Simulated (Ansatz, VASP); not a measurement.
## Cross-check of GaSb between VASP and Ansatz

Aim: how closely do two programs agree when they are given the same cell, functional and k mesh?

Calculated with Ansatz 0.2.0; plane waves, with VASP 6.6.1 beside it; band structure at PBE, spin-orbit coupling.

The database entry behind the starting cell differs from later determinations by our own check (about 0.4 % long), so it need not match the best structure at ambient conditions.

### 1. The starting structure

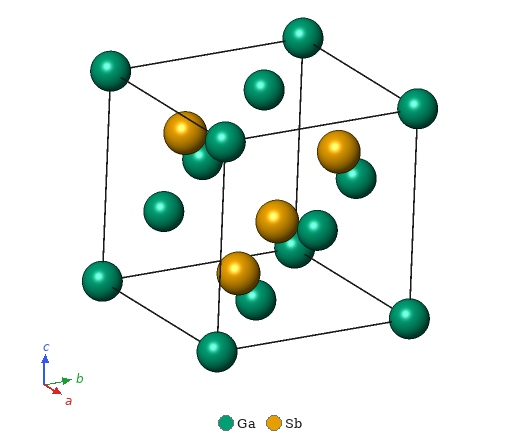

The starting structure, seen slightly off an axis (gallium teal, antimony orange). This picture shows the conventional cell, with its axes. Some periodic images of atoms are drawn too.

### 2. VASP: band structure, PBE, spin-orbit coupling

Levels along a path test the potential and the projectors away from the mesh points.

Lines of VASP's logs that name or quote its potential files are left out, and so is its time.

INCAR reads:

```
SYSTEM = GaSb
PREC = Accurate
ENCUT = 430
EDIFF = 1E-08
NELM = 100
ISMEAR = 0
SIGMA = 0.01
LREAL = .FALSE.
ALGO = Normal
GGA = PE
LNONCOLLINEAR = .TRUE.
MAGMOM = 0 0 0 0 0 0
NBANDS = 40
GGA_COMPAT = .FALSE.
LASPH = .TRUE.
LSORBIT = .TRUE.
LORBIT = 11
LWAVE = .TRUE.
LCHARG = .FALSE.
KPAR = 8
```

POSCAR reads:

```
GaSb
1.0
    0.0000000000      3.0590000000      3.0590000000
    3.0590000000      0.0000000000      3.0590000000
    3.0590000000      3.0590000000      0.0000000000
Ga Sb
1 1
Direct
    0.0000000000      0.0000000000      0.0000000000
    0.2500000000      0.2500000000      0.2500000000
```

KPOINTS reads:

```
Automatic mesh
0
Gamma
4 4 4
0 0 0
```

KPOINTS_OPT reads:

```
Line mode
12
Line-mode
Reciprocal
  0.00000000   0.00000000   0.00000000 GAMMA
  0.50000000   0.00000000   0.50000000 X

  0.50000000   0.00000000   0.50000000 X
  0.50000000   0.25000000   0.75000000 W

  0.50000000   0.25000000   0.75000000 W
  0.37500000   0.37500000   0.75000000 K

  0.37500000   0.37500000   0.75000000 K
  0.00000000   0.00000000   0.00000000 GAMMA

  0.00000000   0.00000000   0.00000000 GAMMA
  0.50000000   0.50000000   0.50000000 L

  0.50000000   0.50000000   0.50000000 L
  0.62500000   0.25000000   0.62500000 U

  0.62500000   0.25000000   0.62500000 U
  0.50000000   0.25000000   0.75000000 W

  0.50000000   0.25000000   0.75000000 W
  0.50000000   0.50000000   0.50000000 L

  0.50000000   0.50000000   0.50000000 L
  0.37500000   0.37500000   0.75000000 K

  0.62500000   0.25000000   0.62500000 U
  0.50000000   0.00000000   0.50000000 X
```

PAW data sets: Ga_d_GW and Sb_d_GW (PBE family, release 64).

The run is started by

```sh
mpirun -np 8 vasp_ncl
```

Numbers of over 12 decimals in the logs are rounded to 6 here.

The program printed:

```text
[banner, memory and clock lines left out]
running    8 mpi-ranks, on    1 nodes
 distrk:  each k-point on    1 cores,    8 groups
 distr:  one band on    1 cores,    1 groups

 POSCAR found type information on POSCAR GaSb
 POSCAR found :  2 types and       2 ions
|                                                                             |
|           W    W    AA    RRRRR   N    N  II  N    N   GGGG   !!!           |
|           W    W   A  A   R    R  NN   N  II  NN   N  G    G  !!!           |
|           W    W  A    A  R    R  N N  N  II  N N  N  G       !!!           |
|           W WW W  AAAAAA  RRRRR   N  N N  II  N  N N  G  GGG   !            |
|           WW  WW  A    A  R   R   N   NN  II  N   NN  G    G                |
|           W    W  A    A  R    R  N    N  II  N    N   GGGG   !!!           |
|                                                                             |
|     For optimal performance we recommend to set                             |
|       NCORE = 2 up to number-of-cores-per-socket                            |
|     NCORE specifies how many cores store one orbital (NPAR=cpu/NCORE).      |
|     This setting can greatly improve the performance of VASP for DFT.       |
|     The default, NCORE=1 might be grossly inefficient on modern             |
|     multi-core architectures or massively parallel machines. Do your        |
|     Unfortunately you need to use the default for GW and RPA                |
|     calculations (for HF NCORE is supported but not extensively tested      |
|     yet).                                                                   |
|                                                                             |

 LDA part: xc-table for (Slater+PW92), standard interpolation
 POSCAR, INCAR and KPOINTS ok, starting setup
 FFT: planning ... GRIDC
 FFT: planning ... GRID_SOFT
 FFT: planning ... GRID
 WAVECAR not read
 entering main loop
       N       E                     dE             d eps       ncg     rms          rms(c)
DAV:   1     0.278483579375E+03    0.27848E+03   -0.10227E+04  1184   0.121E+04
DAV:   2     0.443172777761E+02   -0.23417E+03   -0.22573E+03  1560   0.170E+03
DAV:   3    -0.354820431010E+01   -0.47865E+02   -0.47509E+02  1488   0.312E+02
DAV:   4    -0.721595941148E+01   -0.36678E+01   -0.36651E+01  1416   0.656E+01
DAV:   5    -0.735504461194E+01   -0.13909E+00   -0.13904E+00  1304   0.172E+01    0.385E+00
DAV:   6    -0.731116262010E+01    0.43882E-01   -0.24535E-01  1528   0.996E+00    0.236E+00
DAV:   7    -0.729293596405E+01    0.18227E-01   -0.41428E-02  1328   0.421E+00    0.380E-01
DAV:   8    -0.729454062026E+01   -0.16047E-02   -0.38875E-03  1496   0.151E+00    0.129E-01
DAV:   9    -0.729514877319E+01   -0.60815E-03   -0.45897E-04  1424   0.238E-01    0.902E-02
DAV:  10    -0.729544001359E+01   -0.29124E-03   -0.17059E-04  1136   0.178E-01    0.254E-02
DAV:  11    -0.729552572402E+01   -0.85710E-04   -0.85111E-05  1248   0.165E-01    0.560E-03
DAV:  12    -0.729553249237E+01   -0.67683E-05   -0.12215E-05  1136   0.594E-02    0.203E-03
DAV:  13    -0.729553256916E+01   -0.76788E-07   -0.66920E-07  1408   0.253E-02    0.104E-03
DAV:  14    -0.729553268152E+01   -0.11236E-06   -0.38417E-08   944   0.230E-03    0.452E-04
DAV:  15    -0.729553278104E+01   -0.99515E-07   -0.37428E-08   944   0.470E-03    0.942E-05
DAV:  16    -0.729553278146E+01   -0.42564E-09   -0.22503E-09   648   0.110E-03
   1 F= -.72955328E+01 E0= -.72954446E+01  d E =-.176309E-03  mag=    -0.0000     0.0000     0.0000
 Start KPOINTS_OPT (optional k-point list driver)
k-point batch [1-10\120]
       N       E                     dE             ncg
DAV:   1    -0.785651577143E+03   -0.33897E+04     1208
DAV:   2    -0.309240930747E+04   -0.23068E+04     1528
DAV:   3    -0.359212995240E+04   -0.49972E+03     1544
DAV:   4    -0.363019370331E+04   -0.38064E+02     1376
DAV:   5    -0.363130972004E+04   -0.11160E+01     1232
DAV:   6    -0.363152134236E+04   -0.21162E+00     1384
DAV:   7    -0.363152469803E+04   -0.33557E-02     1088
DAV:   8    -0.363152532027E+04   -0.62224E-03     1376
DAV:   9    -0.363152533197E+04   -0.11704E-04     1096
DAV:  10    -0.363152533388E+04   -0.19103E-05     1344
DAV:  11    -0.363152533393E+04   -0.43216E-07      944
DAV:  12    -0.363152533393E+04   -0.26776E-08      616
[...]
k-point batch [111-120\120]
       N       E                     dE             ncg
DAV:   1    -0.830822916278E+03   -0.89723E+04     1192
DAV:   2    -0.318393868485E+04   -0.23531E+04     1544
DAV:   3    -0.368488486438E+04   -0.50095E+03     1512
DAV:   4    -0.372388062708E+04   -0.38996E+02     1400
DAV:   5    -0.372510830275E+04   -0.12277E+01     1168
DAV:   6    -0.372536317097E+04   -0.25487E+00     1432
DAV:   7    -0.372536747440E+04   -0.43034E-02     1056
DAV:   8    -0.372536824803E+04   -0.77363E-03     1440
DAV:   9    -0.372536826340E+04   -0.15368E-04     1040
DAV:  10    -0.372536826598E+04   -0.25811E-05     1400
DAV:  11    -0.372536826604E+04   -0.57804E-07      872
DAV:  12    -0.372536826604E+04   -0.26416E-08      576
 writing wavefunctions
```

OUTCAR, selected parts (step 2):

```text
ion  position               nearest neighbor table
   1  0.000  0.000  0.000-   2 2.65   2 2.65   2 2.65   2 2.65
   2  0.250  0.250  0.250-   1 2.65   1 2.65   1 2.65   1 2.65

  LATTYP: Found a face centered cubic cell.
 ALAT       =     6.1180000000

 Subroutine GETGRP returns: Found 24 space group operations
 (whereof 24 operations were pure point group operations)

The static configuration has the point symmetry T_d .

 Found     10 irreducible k-points:

   k-points           NKPTS =     10   k-points in BZ     NKDIM =     10   number of bands    NBANDS=     40

   dimension x,y,z NGX =    30 NGY =   30 NGZ =   30
   dimension x,y,z NGXF=    60 NGYF=   60 NGZF=   60

   ENCUT  =  430.0 eV  31.60 Ry    5.62 a.u.   7.31  7.31  7.31*2*pi/ulx,y,z

   NELECT =      28.0000    total number of electrons

 k-points in reciprocal lattice and weights: Automatic mesh
   0.00000000  0.00000000  0.00000000       0.016
   0.25000000  0.00000000  0.00000000       0.062
  -0.25000000  0.00000000  0.00000000       0.062
   0.50000000  0.00000000  0.00000000       0.062
   0.25000000  0.25000000  0.00000000       0.094
   0.50000000  0.25000000  0.00000000       0.188
   0.50000000 -0.25000000  0.00000000       0.188
  -0.25000000  0.25000000  0.00000000       0.188
   0.50000000  0.50000000  0.00000000       0.047
  -0.25000000  0.50000000  0.25000000       0.094

 average (electrostatic) potential at core
       1 -66.7482       2 -82.3460

 E-fermi :   4.0447

 k-point     1 :       0.0000    0.0000    0.0000
  band No.  band energies     occupation
    ...
     24       3.3456      1.00000
     25       3.8574      1.00000
     26       3.8574      1.00000
     27       4.0447      0.50001
     28       4.0447      0.50001
     29       4.0447      0.49999
     30       4.0447      0.49999
     31       6.4503      0.00000
     32       6.4503      0.00000
     33       6.6638      0.00000
    ...

 k-point     2 :       0.2500    0.0000    0.0000
  band No.  band energies     occupation
    ...
     24      -0.2152      1.00000
     25       2.8984      1.00000
     26       2.8984      1.00000
     27       3.3138      1.00000
     28       3.3140      1.00000
     29       4.6292      0.00000
     30       4.6292      0.00000
     31       7.3704      0.00000
     32       7.3704      0.00000
     33       7.5371      0.00000
    ...

 k-point     3 :      -0.2500    0.0000    0.0000
  band No.  band energies     occupation
    ...
     24      -0.2152      1.00000
     25       2.8984      1.00000
     26       2.8984      1.00000
     27       3.3138      1.00000
     28       3.3140      1.00000
     29       4.6292      0.00000
     30       4.6292      0.00000
     31       7.3704      0.00000
     32       7.3704      0.00000
     33       7.5371      0.00000
    ...

  Total        1.0902665      1.0902665      1.0902665      0.0000000      0.0000000      0.0000000
  in kB       30.5122927     30.5122927     30.5122927      0.0000000      0.0000000      0.0000000
  external PRESSURE =      30.5122927 kB  Pullay stress =       0.0000000 kB

  energy-cutoff  :      430.00
  volume of cell :       57.25
      direct lattice vectors                 reciprocal lattice vectors
     0.000000000  3.059000000  3.059000000    -0.163452109  0.163452109  0.163452109
     3.059000000  0.000000000  3.059000000     0.163452109 -0.163452109  0.163452109
     3.059000000  3.059000000  0.000000000     0.163452109  0.163452109 -0.163452109

 POSITION                                       TOTAL-FORCE (eV/Angst)
 -----------------------------------------------------------------------------------
      0.00000      0.00000      0.00000         0.000000      0.000000      0.000000
      1.52950      1.52950      1.52950        -0.000000      0.000000     -0.000000
 -----------------------------------------------------------------------------------
    total drift:                                0.000000      0.000000     -0.000001

  FREE ENERGIE OF THE ION-ELECTRON SYSTEM (eV)
  ---------------------------------------------------
  free  energy   TOTEN  =        -7.2955327815 eV

  energy  without entropy=       -7.2953564722  energy(sigma->0) =       -7.29544463

 Spin-Orbit-Coupling matrix elements
 Ion:    1  E_soc:     -0.0162729
 Ion:    2  E_soc:     -0.2455528

 total charge
# of ion       s       p       d       f       tot
--------------------------------------------------
    1        0.894   0.773   9.918   0.000  11.584
    2        1.236   1.611   9.986   0.008  12.841
--------------------------------------------------
tot          2.130   2.384  19.904   0.008  24.425

 magnetization (x)
# of ion       s       p       d       f       tot
--------------------------------------------------
    1        0.000  -0.000  -0.000   0.000   0.000
    2        0.000   0.000   0.000  -0.000   0.000
--------------------------------------------------
tot          0.000  -0.000  -0.000  -0.000   0.000

 magnetization (y)
# of ion       s       p       d       f       tot
--------------------------------------------------
    1       -0.000   0.000   0.000   0.000   0.000
    2        0.000  -0.000   0.000  -0.000  -0.000
--------------------------------------------------
tot         -0.000  -0.000   0.000  -0.000  -0.000

 magnetization (z)
# of ion       s       p       d       f       tot
--------------------------------------------------
    1       -0.000   0.000   0.000   0.000  -0.000
    2        0.000  -0.000   0.000  -0.000  -0.000
--------------------------------------------------
tot         -0.000  -0.000   0.000  -0.000  -0.000

[... 3 further parts left out ...]
```

The run ends at a pressure of 3.05 GPa.

[end of part 1 of 2]

[Lines on the potential files, build, host, timing and source positions are cut from VASP's logs without a mark.]

[Logs are printed without paths, hosts, clocks, repeated set-up lines and the standing remarks that a program may print on its own settings, such as how far it seeks lower states.]

[Hosts, paths, dates, database ids (printed as entryN), source tags and the programs' standing remarks are cut or masked in the printed files.]
